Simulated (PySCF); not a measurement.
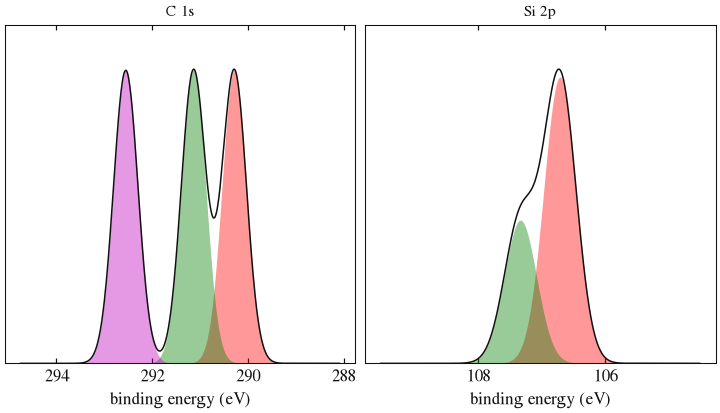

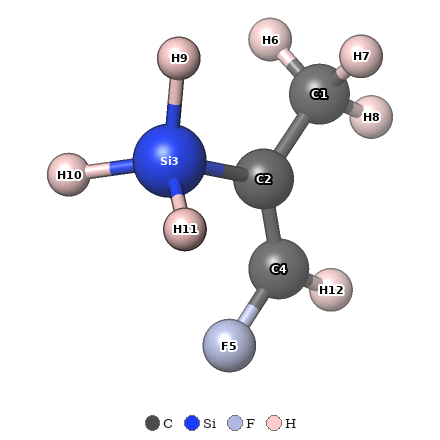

Simulated XPS of C₃H₇FSi, SMILES C/C([SiH3])=C/F. Vertical core-electron binding energies by ΔSCF (SCAN, pcX-2 on the ionised atom, pcseg-1 elsewhere, spin-free X2C; PySCF, at a PBE0-D3(BJ)/def2-SVP geometry (no frequency check)), gas phase, against the vacuum level. One atom of each kind was ionised; within a panel, areas follow the number of like atoms and 2j + 1 (2p levels are split by first-order spin-orbit coupling, an approximation), each panel is scaled alone, Gaussians of 0.6 eV full width. Only the regions named are shown.

Question: Assign the components.

Answer:
```csv
level,atoms,binding energy (eV)
C 1s,C4,292.6
C 1s,C1,291.1
C 1s,C2,290.3
Si 2p1/2,Si3,107.3
Si 2p3/2,Si3,106.7
```

Question: How large is the chemical shift across the C 1s region?

Answer: 2.3 eV, from C2 at 290.3 eV to C4 at 292.6 eV.
